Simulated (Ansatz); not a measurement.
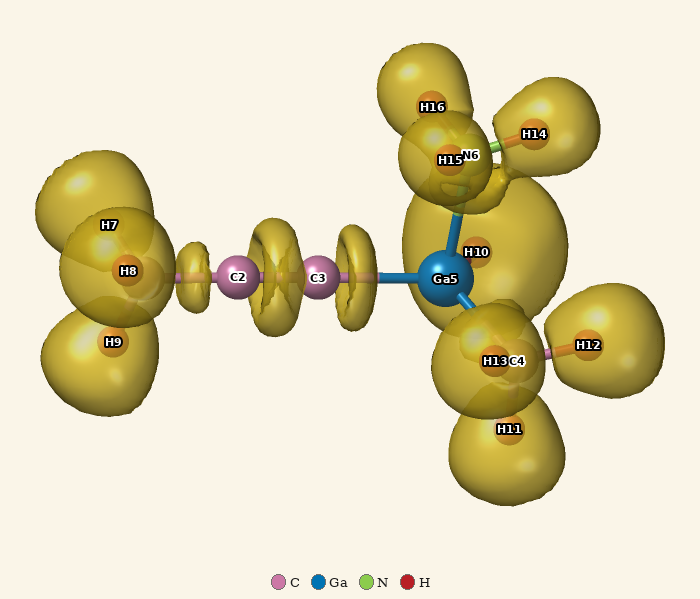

The picture shows: C4H10GaN. Isosurface of the electron localisation function at 0.8 (yellow), seen across its widest extent. Core shells and regions of very low density are left out.

Geometry: r2SCAN-D4/def2-SVP.

Method: Ansatz 0.2.0, isolated molecule in a Gaussian basis; Kohn-Sham density functional theory, functional PBE0.

```xyz
16

C     2.1314    1.3040   -0.2776
C     0.9211    0.4988   -0.2156
C    -0.0951   -0.1900   -0.1771
C    -3.2031   -0.6667   -1.2897
Ga   -1.7172   -1.2616   -0.1273
N    -2.3666   -0.5127    1.7788
H     2.8606    1.0030    0.4933
H     1.9160    2.3759   -0.1317
H     2.6270    1.1996   -1.2573
H    -1.5399   -2.7828    0.2361
H    -3.0020   -0.9475   -2.3368
H    -4.1646   -1.1302   -1.0121
H    -3.3262    0.4291   -1.2698
H    -3.2366   -0.9174    2.1287
H    -2.4893    0.5000    1.7221
H    -1.6366   -0.6874    2.4717
```

Identify the bonds, lone pairs and shells in this picture.

Answer. The ELF exceeds this value in two regions between bonded C–C atoms (shared pairs), seven regions around hydrogen nuclei, two lobes of the valence shell of C pointing towards Ga (polar bonds) and one joined region spread over several atoms (H, N), in which their bonds and any lone pairs are merged.

Values along the shortest contacts:
C–C (1.23 Å): the ELF peaks at about 0.85 between the atoms; a multiple bond. C–Ga (1.94 Å): the ELF peaks at about 0.95 in the valence shell of C, 0.7 Å from its nucleus, and is about 0.50 at the midpoint.
